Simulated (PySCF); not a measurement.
**SiH2Cl− (SMILES [SiH2-]Cl): CCSDT(Q)/STO-3G**

Aim: the energy change on altering one bond length of SiH2Cl− at CCSDT(Q)/STO-3G, from 2 runs. Input form: a Python script.

The calculation is run with PySCF 2.14.0.

11 further runs of the same task are left out: 3 that didn't finish, 8 set aside as unsound or not needed.

## (1) The system as given

SiH2Cl− has 4 atoms, charge -1, and is taken as a singlet. SMILES: `[SiH2-]Cl`. The coordinates come from a GFN2-xTB relaxation.

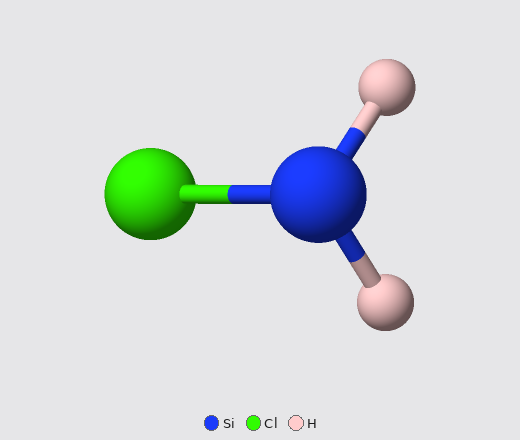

The structure, seen from a chosen angle (silicon blue, chlorine green, hydrogen pink).

## (2) The energy at CCSDT(Q)/STO-3G

The input, input.py:

```python
from pyscf import gto, cc

system = gto.M(
    atom='Si -0.487890 0.431230 0.253920; Cl 1.672110 -0.122480 0.774530; H -0.971070 -0.977580 0.165380; H -0.213160 0.668840 -1.193830',
    spin=0,
    basis='sto-3g',
    verbose=3,
    max_memory=1860,
    charge=-1,
)

mf = system.RHF()
mf.conv_tol = 1e-10
mf.kernel()
if not mf.converged:
    mf = mf.newton().run(mf.mo_coeff, mf.mo_occ)

mycc = cc.CCSDT(mf, frozen=10)
mycc.kernel()
e_bracket, e_q = mycc.ccsdt_q()
e_tot = mycc.e_tot + e_q
print('E(%s) = %.9f' % ('CCSDT(Q)', e_tot))
```

The run is started by

```console
OMP_NUM_THREADS=1 python input.py
```

Log:

```text
converged SCF energy = -741.238936619013
_make_eris_incore_RCCSDT

WARN: A large `blksize` is being used, which may cause large memory consumption
      for storing contraction intermediates. If memory is sufficient, consider using
      `pyscf.cc.rccsdt_highm.RCCSDT` instead.

RCCSDT converged
E(RCCSDT) = -741.287989477264   E_corr = -0.04905285825101718
E_corr(same-spin) = -0.000492608043028319
E_corr(oppo-spin) = -0.0485602502079889
_make_eris_incore_RCCSDT
E(CCSDT(Q)) = -741.287981179
```

It took 1.1 s on 1 thread of Arm Neoverse V2, shared host; peak memory 0.12 GiB.

## (3) The distorted shape, same level

The input, job.py:

```python
from pyscf import gto, cc

system = gto.M(
    atom=[
    ('Si', (0.091930, 2.121813, 0.360169)),
    ('Cl', (2.251930, 1.568103, 0.880779)),
    ('H', (-0.971070, -0.977580, 0.165380)),
    ('H', (0.366660, 2.359423, -1.087581)),
],
    verbose=3,
    basis='sto-3g',
    charge=-1,
    max_memory=1860,
    spin=0,
)

hf = system.RHF()
hf.conv_tol = 1e-10
hf.kernel()
if not hf.converged:
    hf = hf.newton().run(hf.mo_coeff, hf.mo_occ)

mycc = cc.CCSDT(hf, frozen=10)
mycc.kernel()
e_bracket, e_q = mycc.ccsdt_q()
etot = mycc.e_tot + e_q
print('Final energy', etot)
```

The run is started by

```console
OMP_NUM_THREADS=1 python job.py
```

Log:

```text
converged SCF energy = -740.988234810716
_make_eris_incore_RCCSDT

WARN: A large `blksize` is being used, which may cause large memory consumption
      for storing contraction intermediates. If memory is sufficient, consider using
      `pyscf.cc.rccsdt_highm.RCCSDT` instead.

RCCSDT converged
E(RCCSDT) = -741.1217629181065   E_corr = -0.1335281073905999
E_corr(same-spin) = -0.00189187717708444
E_corr(oppo-spin) = -0.131636230213516
_make_eris_incore_RCCSDT
Final energy -741.120142958948
```

It took 1.2 s on 1 thread of Arm Neoverse V2, shared host; peak memory 0.12 GiB.

## (4) Summary of results

At CCSDT(Q)/STO-3G, 10 core orbitals frozen:

```
                                                              quantity          value
                                             first shape: total energy  -741.28798 Eh
                      first shape: HOMO energy (Hartree–Fock orbitals)        1.55 eV
                      first shape: LUMO energy (Hartree–Fock orbitals)       16.72 eV
    first shape: HOMO–LUMO gap (to an unbound level, set by the basis)       15.17 eV
             first shape: correlation energy (10 core orbitals frozen)      -49.0 mEh
                                            first shape: T1 diagnostic          0.006
                                         distorted shape: total energy  -741.12014 Eh
                  distorted shape: HOMO energy (Hartree–Fock orbitals)        3.92 eV
                  distorted shape: LUMO energy (Hartree–Fock orbitals)       10.14 eV
distorted shape: HOMO–LUMO gap (to an unbound level, set by the basis)        6.22 eV
         distorted shape: correlation energy (10 core orbitals frozen)     -131.9 mEh
                                        distorted shape: T1 diagnostic          0.127
    energy change with the Si1–H3 bond stretched from 1.492 to 3.282 Å       4.567 eV
```

In words: With the Si1–H3 bond stretched from 1.492 to 3.282 Å the energy rises by 4.57 eV (441 kJ/mol). The first shape isn't relaxed at this level, so the change isn't measured from a minimum. The minimal basis adds a large error of its own. The HOMO (first shape) lies at positive energy, 1.55 eV: the electron is unbound at this level or held by a compact basis; values depend on the basis. The T1 diagnostic (distorted shape) of 0.127 is above the customary mark for such species, so a single reference may not serve. The HOMO (distorted shape) lies at positive energy, 3.92 eV: the electron is unbound at this level or held by a compact basis; values depend on the basis.
